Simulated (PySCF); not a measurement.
Al(F)2(OH), HAlF2O, SMILES [F][Al]([F])[OH] at its B3LYP/def2-SVP optimised geometry (Å):

```
5

Al    -0.3721     0.4282     0.0000
F      1.2818     0.4282     0.0000
F     -1.1487     1.8840     0.0000
O     -1.2818    -0.9870     0.0001
H     -0.9372    -1.8840    -0.0001
```

Level of theory: B3LYP/def2-TZVP run with PySCF 2.14.0. Cells within 0.4 Å of a nucleus heavier than hydrogen are left out (blank, or x).

Map of the electrostatic potential (hartree/e), clipped to [-0.08, 0.12] on the plane z = 0.0 Å:

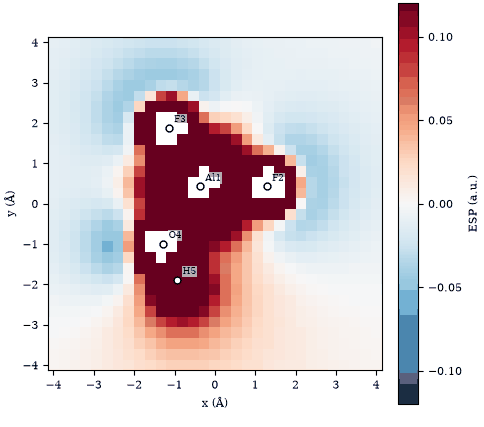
Figure. Electrostatic potential (hartree/e), clipped to [-0.08, 0.12] on the plane z = 0.0 Å.
